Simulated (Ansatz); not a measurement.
**Pressure series in Zr**

The reference is Zr in the hcp (Mg type) structure (space group P6_3/mmc, No. 194).

```cif
data_Zr2
_chemical_formula_sum 'Zr2'
_space_group_name_H-M_alt 'P63/mmc'
_space_group_IT_number 194
_space_group_name_Hall '-P 6c 2c'
_cell_length_a 3.18422
_cell_length_b 3.18422
_cell_length_c 5.11671
_cell_angle_alpha 90.000
_cell_angle_beta 90.000
_cell_angle_gamma 120.000
loop_
_atom_site_label
_atom_site_type_symbol
_atom_site_symmetry_multiplicity
_atom_site_Wyckoff_symbol
_atom_site_fract_x
_atom_site_fract_y
_atom_site_fract_z
_atom_site_occupancy
Zr1 Zr 2 c 0.33333 0.66667 0.25000 1
```

Cell and atoms are relaxed at each pressure.

All numbers come from PBEsol in Ansatz (plane waves to 420 eV, PAW, no spin-orbit coupling).

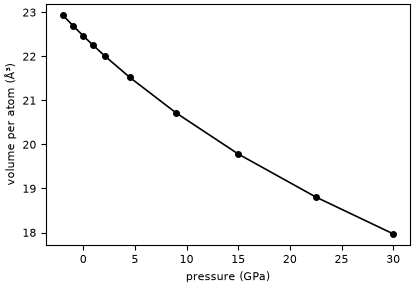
Figure: Volume per atom against pressure

```csv
pressure (GPa),volume per atom
-2,22.94 Å³
-1,22.70 Å³
0.9,22.26 Å³
2.1,22.01 Å³
4.5,21.52 Å³
9,20.71 Å³
15,19.78 Å³
22.5,18.81 Å³
30,17.97 Å³
```

Load acts through the strain it causes; cell and atoms are relaxed under it. Whether these cells are dynamically stable was not tested. All final runs are without spin polarisation. Measured, Zr leaves this structure (for the ω phase) near 3 GPa (temperature not stated; as listed in C. Cazorla, D. Alfè, M. J. Gillan, Physical Review B (2008)).

Ansatz is a program for electronic structure.
